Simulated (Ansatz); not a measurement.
AlClFH₃

Input

```
crystal:
  periodic: [false, false, false]
  atoms:
    - { symbol: Al, position_ang: [-0.008874, 0.255196, -0.019057] }
    - { symbol: Cl, position_ang: [-0.009456, 0.431369, 2.178305] }
    - { symbol: H, position_ang: [1.406157, 0.313423, -0.704016] }
    - { symbol: H, position_ang: [-1.422268, 0.270874, -0.709692] }
    - { symbol: F, position_ang: [0.080822, -2.467564, 0.906242] }
    - { symbol: H, position_ang: [0.098919, -2.099497, 1.759018] }
basis:
  gaussian: { orbitals: def2-SVP }
hamiltonian:
  xc: b3lyp
  dispersion: d4
relax:
  f_tol: 0.03
  max_steps: 50
output:
  orbitals: {}
```

Run with:

```sh
ansatz run input.yaml --threads 1 --pin off --max-ram 2048MiB --backend cpu --events-out ev --progress --plain --runs-dir out
```

The fields are those of the relaxed geometry.

Method: Ansatz, RKS B3LYP-D4/def2-SVP.

Question: What will maps of the electron density and electron localisation function show?

Answer: Al–F (2.03 Å): ρ is about 0.32 e/Å³ halfway; the ELF peaks at about 0.90 in the valence shell of F, 0.5 Å from its nucleus, and is about 0.30 at the midpoint.
Al–Cl (2.21 Å): ρ at the midpoint is about 0.58 e/Å³; the ELF peaks at about 0.90 in the valence shell of Cl, 0.9 Å from its nucleus, and is about 0.80 at the midpoint.
F–H (0.97 Å): the density is about 4.3 e/Å³ at the midpoint; the ELF climbs to about 0.95 towards the hydrogen, as it does in any bond to H (an ordinary covalent bond to hydrogen).

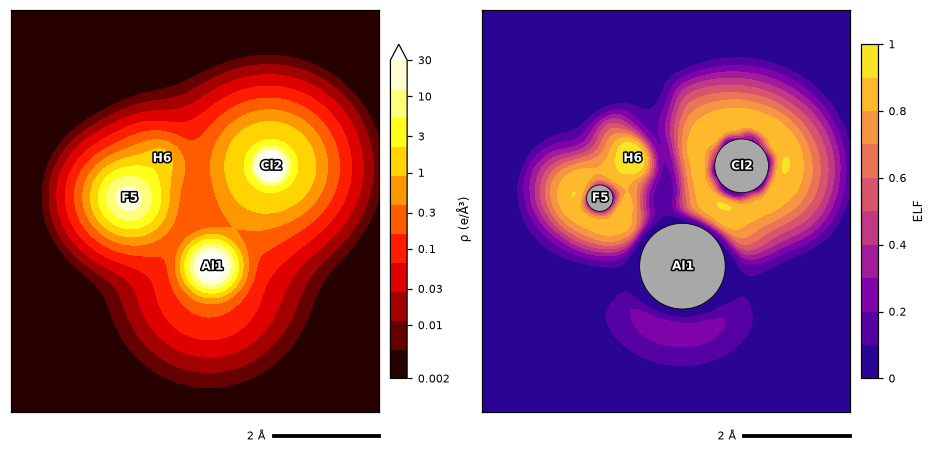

Computed electron density and electron localisation function on the plane of atoms Al1, F5 and H6, in this order. Grey discs cover the atomic cores in the ELF map. 
